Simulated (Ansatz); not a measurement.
## Ligand exchange: C3H9MgN + C4H8O2 → C3H8MgO + C4H9NO

Species: C3H9MgN `C[CH](C)[Mg][NH2]`, singlet; C4H8O2 (butyric acid) `CCCC(=O)O`, singlet; C3H8MgO `C[CH](C)[Mg][OH]`, singlet; C4H9NO (butyramide) `CCCC(N)=O`, singlet. The partners trade NH2 for OH: Mg–NH2 and C–OH bonds give way to Mg–OH and C–NH2.

Shapes, held fixed at every level: PBE0-D4/def2-TZVP. Flexible molecules stand in one conformer, not always the lowest. Programs: Ansatz 0.2.0. Electronic energies: no zero-point or thermal term.

| level | kind | ΔE (kJ/mol) | less CCSD(T)/def2-TZVPP |
| --- | --- | --- | --- |
| HF/def2-TZVPP | Hartree–Fock | -69.0 | -7.9 |
| PBE-D4/def2-TZVPP | GGA | -64.6 | -3.5 |
| B3LYP-D4/def2-TZVPP | global hybrid | -69.2 | -8.1 |
| wB97M-V/def2-TZVPP | range-separated hybrid | -65.0 | -3.9 |
| wB97X-V/def2-TZVPP | range-separated hybrid | -65.9 | -4.8 |
| B2PLYP/def2-TZVPP | double hybrid | -68.5 | -7.4 |
| CCSD/def2-TZVPP | coupled cluster or CI | -63.0 | -1.9 |
| CCSD(T)/def2-TZVPP | coupled cluster or CI | -61.1 | 0.0 |

The highest level, CCSD(T)/def2-TZVPP, gives ΔE = -61.1 kJ/mol; the levels span -69.2 to -61.1. The column of differences is taken from that level and isn't an error. No measured value is set beside it here. Correlated rows may include outer-core shells of Mg, which these sets cover unevenly.

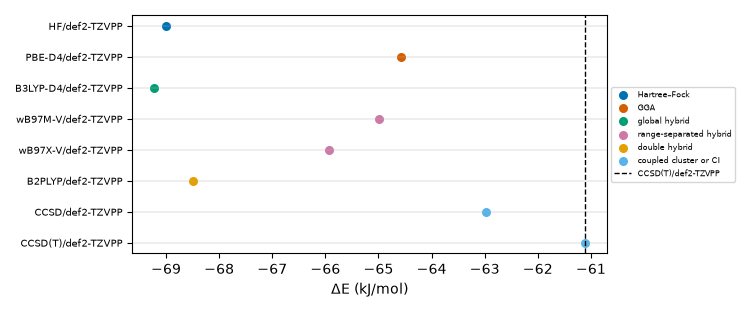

The values of the table, level by level.
